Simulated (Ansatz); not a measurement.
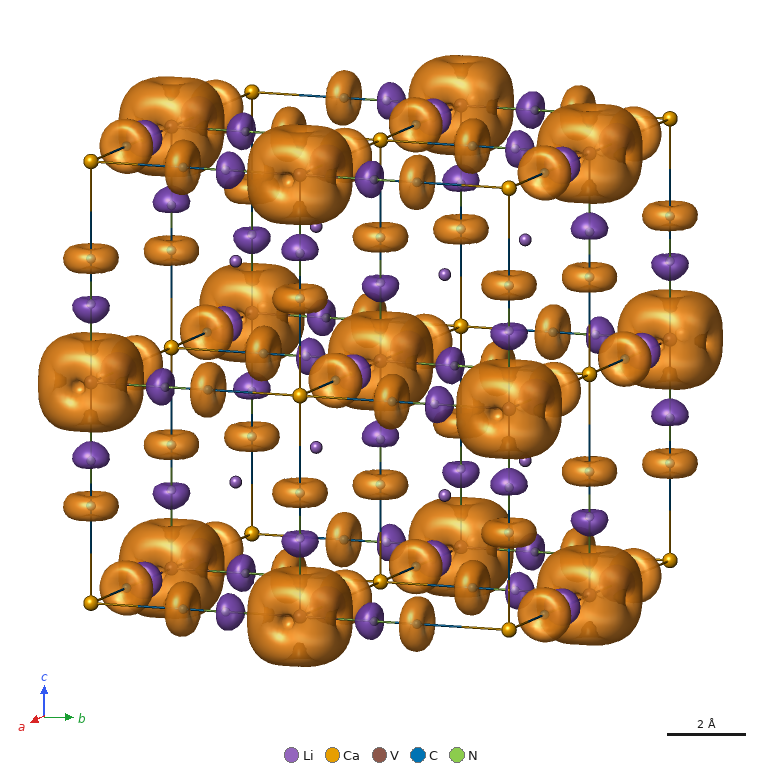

Figure. Li2CaVC6N6. Isosurfaces of the spin density (up minus down) at +0.03 (orange) and −0.03 e/Å³ (purple), seen slightly off an axis. Sticks mark near contacts.

Space group Fm-3m; a structure generated by program, which may or may not match a known phase; spin-polarised.

Method: Ansatz 0.2.0, DFT PBE, scalar-relativistic, plane waves, PAW.

Core electrons are frozen (PAW), and the valence fields are smoothed inside the atomic spheres.

Question: Where is the spin, and how is it ordered?

Answer: The spin density sits on V: +1.7 μB (×4) in one cell of 64 atoms: parallel main moments, as they must be, since the calculation's own cell holds one magnetic site. The cell of the calculation (16 atoms) carries 3.0 μB of net spin moment.
